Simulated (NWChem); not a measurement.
# doublet PN+ at 4 levels

Aim: a comparison of 4 runs (UHF/STO-3G, UHF/3-21G, UB3LYP/6-31G*) of doublet PN+. 

The calculation is run with NWChem 7.3.0.

2 further runs of the same task are left out: 2 set aside as unsound or not needed.

## Step 1: Starting point

PN+ has 2 atoms, charge +1, and is taken as a doublet. SMILES of the parent species: `N#P`. The bond length is the one measured for the parent species. That shape belongs to the parent species and isn't relaxed for this state.

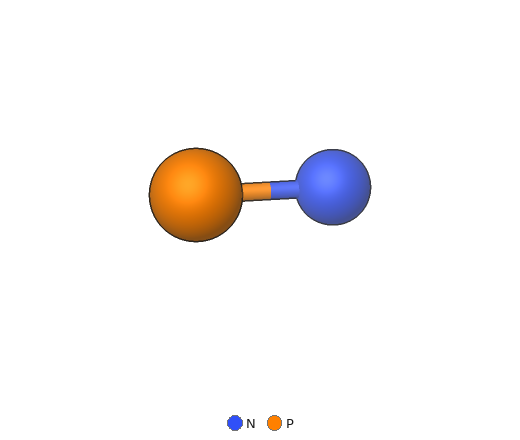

The structure, seen from a chosen angle (nitrogen blue, phosphorus orange).

## Step 2: A single-point energy at UHF/STO-3G (run 1)

np.nw reads:

```
start np
title "NP hf"
memory 2200 mb
charge 1
geometry noautosym nocenter noautoz
  N     0.000000    0.000000    0.000000
  P     0.000000    0.000000    1.490866
end
basis "ao basis" spherical bse
  * library STO-3G
end
scf
  doublet
  uhf
  thresh 1e-08
  maxiter 80
end
task scf energy
```

The run is started by

```console
$ nwchem np.nw > np.out
```

Log:

```text
[...]
  functions       =    14
[...]
  wavefunction    = UHF
[...]
         Total SCF energy =   -390.347494293587
      One electron energy =   -607.393798653841
      Two electron energy =    179.776951417086
 Nuclear repulsion energy =     37.269352943167
                       Sz =      0.5000
                 Sz(Sz+1) =      0.7500
                      S^2 =      1.6936
[...]
```

Wall time 0.8 s (1 thread of Intel Xeon 6975P-C (Granite Rapids), shared host); peak memory 0.097 GiB.

## Step 3: A single-point energy at UHF/3-21G (run 2)

run.py reads:

```python
from ase import Atoms
from ase.calculators.nwchem import NWChem

atoms = Atoms('NP', positions=[
    [0.000000, 0.000000, 0.000000],
    [0.000000, 0.000000, 1.490866],
])

calc = NWChem(
    label='m1',
    theory='scf',
    memory='2200 mb',
    basis='3-21G',
    basispar='spherical bse',
    charge=1,
    scf={'nopen': '1', 'uhf': None, 'thresh': '1e-08', 'maxiter': '80', 'print': 'low'},
    task='energy',
)
atoms.calc = calc

print(f"energy = {atoms.get_potential_energy():.6f} eV")
```

The run is started by

```console
$ export ASE_NWCHEM_COMMAND="nwchem PREFIX.nwi > PREFIX.nwo"
$ python run.py
```

Log:

```text
energy = -10686.436492 eV
```

The calculator wrote m1.nwi:

```
title "m1"

permanent_dir m1

scratch_dir m1

start m1

geometry units angstrom nocenter noautosym noautoz
  N  0.0000000000000000e+00 0.0000000000000000e+00 0.0000000000000000e+00
  P  0.0000000000000000e+00 0.0000000000000000e+00 1.4908660000000000e+00
end

charge 1

memory 2200 mb

basis spherical bse noprint
   * library 3-21G
end

scf
  nopen 1
  uhf
  thresh 1e-08
  maxiter 80
  print low
end

task scf energy
```

m1.nwo:

```text
Northwest Computational Chemistry Package (NWChem) 7.3.0
             --------------------------------------------------------

           Job information
           ---------------

    nwchem branch   = 7.3.0
    use scalapack   = T
    input           = m1.nwi
    prefix          = m1.
    data base       = m1/m1.db
    status          = startup
    nproc           =        1

           Memory information
           ------------------

    heap     =     72089600 doubles =      550.0 Mbytes
    stack    =     72089597 doubles =      550.0 Mbytes
    global   =    144179200 doubles =     1100.0 Mbytes (distinct from heap & stack)
    total    =    288358397 doubles =     2200.0 Mbytes
    verify   = yes
    hardfail = no

[... 33 lines left out ...]
            Nuclear Dipole moment (a.u.)
[... 22 lines left out ...]
                                 NWChem SCF Module
                                 -----------------

                                        m1

  ao basis        = "ao basis"
  functions       =    22
  atoms           =     2
  alpha electrons =    11
  beta  electrons =    10
  charge          =   1.00
  wavefunction    = UHF
  input vectors   = atomic
  output vectors  = m1/m1.movecs
  use symmetry    = F
  symmetry adapt  = F

 Forming initial guess at       0.0s

 Starting SCF solution at       0.0s

  ga_iter_lsolve: convergence stagnant ... aborting solve

       Final UHF  results
       ------------------

         Total SCF energy =   -392.719300759968
      One electron energy =   -609.067838018357
      Two electron energy =    179.079184315222
 Nuclear repulsion energy =     37.269352943167

                       Sz =      0.5000
                 Sz(Sz+1) =      0.7500
                      S^2 =      1.5820

        Time for solution =      0.4s

 Task  times  cpu:        0.4s     wall:        0.4s
 Total times  cpu:        0.4s     wall:        0.4s
```

It took 1.3 s on 1 thread of Intel Xeon 6975P-C (Granite Rapids), shared host; peak memory 0.097 GiB.

## Step 4: The energy at UB3LYP/6-31G(d) (spherical functions) (run 3)

np.nw reads:

```
start np
memory stack 880 mb heap 220 mb global 1100 mb
charge 1

geometry units angstroms noautosym nocenter noautoz
  N     0.000000    0.000000    0.000000
  P     0.000000    0.000000    1.490866
end

basis "ao basis" spherical bse
  * library 6-31G*
end

dft
  xc b3lyp
  mult 2
  grid xfine
  convergence energy 1e-08
  maxiter 100
  mulliken
  noprint "final vectors analysis"
end

task dft energy
```

The run is started by

```console
$ nwchem np.nw > np.out
```

Log:

```text
[...]
          Wavefunction type:  spin polarized.
          No. of atoms     :     2
          No. of electrons :    21
[...]
          Charge           :     1
          Spin multiplicity:     2
[...]
          AO basis - number of functions:    32
[...]
              XC Information
              --------------
                         B3LYP Method XC Potential
                     Hartree-Fock (Exact) Exchange  0.200
                        Slater Exchange Functional  0.800 local
                    Becke 1988 Exchange Functional  0.720 non-local
              Lee-Yang-Parr Correlation Functional  0.810
                  VWN I RPA Correlation Functional  0.190 local
[...]
 d= 0,ls=0.0,diis     1   -395.5520449293 -4.33D+02  1.83D-02  1.77D-01     0.4
[...]
 d= 0,ls=0.0,diis    13   -395.6233334403 -7.33D-09  1.06D-06  1.37D-10     3.7
[...]
         Total DFT energy =     -395.623333440276
      One electron energy =     -612.037284283446
           Coulomb energy =      208.879684743395
    Exchange-Corr. energy =      -29.735086843392
 Nuclear repulsion energy =       37.269352943167
[...]
      Total Density - Mulliken Population Analysis
     ---------------------------------------------
    Atom       Charge   Shell Charges
 -----------   ------   -------------------------------------------------------
    1 N    7     7.00   2.00  0.90  2.15  0.80  1.13  0.02
    2 P   15    14.00   2.00  2.00  5.97  1.45  1.82  0.36  0.28  0.13
[...]
      <S2> =      0.7832 (Exact =     0.7500)
[...]
```

It took 4.5 s on 1 thread of Intel Xeon 6975P-C (Granite Rapids), shared host; peak memory 0.11 GiB.

## Step 5: A single-point energy at UB3LYP/6-31G(d) (Cartesian functions) (run 4)

np.xyz reads:

```xyz
2
NP energy
N      0.000000     0.000000     0.000000
P      0.000000     0.000000     1.490866
```

np.nw reads:

```
start np
title "NP energy"
memory total 2200 mb
charge 1

geometry noautosym nocenter noautoz
 load format xyz np.xyz
end

basis cartesian
 * library 6-31G*
end

dft
 xc b3lyp
 mult 2
 grid xfine
 convergence energy 1e-08
 maxiter 100
 mulliken
end

task dft energy
```

The run is started by

```console
$ nwchem np.nw > np.out
```

Log:

```text
[...]
          Wavefunction type:  spin polarized.
          No. of atoms     :     2
          No. of electrons :    21
[...]
          Charge           :     1
          Spin multiplicity:     2
[...]
          AO basis - number of functions:    34
[...]
              XC Information
              --------------
                         B3LYP Method XC Potential
                     Hartree-Fock (Exact) Exchange  0.200
                        Slater Exchange Functional  0.800 local
                    Becke 1988 Exchange Functional  0.720 non-local
              Lee-Yang-Parr Correlation Functional  0.810
                  VWN I RPA Correlation Functional  0.190 local
[...]
 d= 0,ls=0.0,diis     1   -395.5471856987 -4.33D+02  2.35D-02  2.91D-01     0.4
[...]
 d= 0,ls=0.0,diis    13   -395.6272407922 -2.18D-09  6.30D-07  2.68D-10     3.9
[...]
         Total DFT energy =     -395.627240792233
      One electron energy =     -612.007641225701
           Coulomb energy =      208.825270415115
    Exchange-Corr. energy =      -29.714222924815
 Nuclear repulsion energy =       37.269352943167
[...]
      Total Density - Mulliken Population Analysis
     ---------------------------------------------
    Atom       Charge   Shell Charges
 -----------   ------   -------------------------------------------------------
    1 N    7     7.01   1.99  0.91  2.15  0.84  1.13  0.00
    2 P   15    13.99   2.00  1.99  5.97  1.57  1.82  0.35  0.27  0.02
[...]
      <S2> =      0.7832 (Exact =     0.7500)
[...]
```

Run time: 4.5 s. Hardware: 1 thread of Intel Xeon 6975P-C (Granite Rapids), shared host; peak memory 0.11 GiB.

## Step 6: The series

```tsv
run	level	iteration cap	module	energy (Eh)	⟨S²⟩	wall time
1	UHF/STO-3G	80	scf	-390.347494	1.694	0.8 s
2	UHF/3-21G	80	scf	-392.719301	1.582	1.3 s
3	UB3LYP/6-31G* (spherical functions)	100	dft	-395.623333	0.783	4.5 s
4	UB3LYP/6-31G* (Cartesian functions)	100	dft	-395.627241	0.783	4.5 s
```

## Step 7: Results

| quantity | value |
| --- | --- |
| run 4: total energy | -395.62724 Eh |
| run 4: HOMO energy (highest over α and β) | -17.68 eV |
| run 4: LUMO energy (lowest over α and β) | -14.76 eV |
| run 4: ⟨S²⟩ | 0.783 |

In words: In run 1 the basis is minimal, so the values are rough. Spin contamination of the reference: run 1 ⟨S²⟩ = 1.69, run 2 ⟨S²⟩ = 1.58. Where it is this large, the reference is a mixture of spin states, and values that rest on it are in doubt. All runs together took 11 s, the longest 4.5 s.
